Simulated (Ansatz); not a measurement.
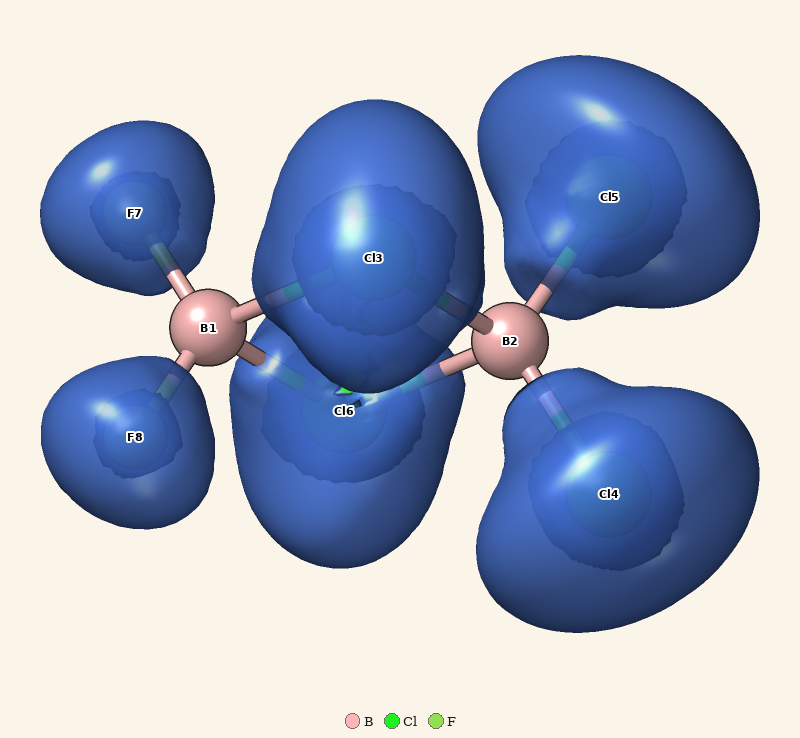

The picture shows: B$_{2}$Cl$_{4}$F$_{2}$ (SMILES F[B-]1(F)[Cl+][B-](Cl)(Cl)[Cl+]1). Isosurface of the ELF at 0.75 (blue), seen at a tilt. Only the valence region is drawn (cores and ρ < 0.01 e/Å³ removed).

Geometry: PBE0-D4/def2-SVP.

Computed with Ansatz, isolated molecule in a Gaussian basis; Kohn-Sham density functional theory, functional PBE0.

| atom | x (Å) | y (Å) | z (Å) |
| --- | --- | --- | --- |
| B | -1.5454 | 0.1869 | 0.2644 |
| B | 0.9223 | -0.8374 | 0.7865 |
| Cl | 0.1200 | 0.9669 | 1.0066 |
| Cl | 1.2768 | -1.5476 | 2.3635 |
| Cl | 2.1880 | -0.8001 | -0.4438 |
| Cl | -0.7456 | -1.6143 | 0.0383 |
| F | -1.8053 | 0.7170 | -0.9171 |
| F | -2.4816 | 0.1514 | 1.1954 |

Q: Describe the localisation domains.

A: The surface consists of four regions on Cl in which the atom's valence shell and bonds are merged and two regions on F in which the atom's valence shell and bonds are merged. Along the contacts the grid gives the following. B–F (1.32 Å): the ELF peaks at about 0.85 between the atoms, as expected for a polar covalent bond. B–Cl (1.77 Å): the ELF peaks at about 0.90 between the atoms; a shared but strongly polarised pair.
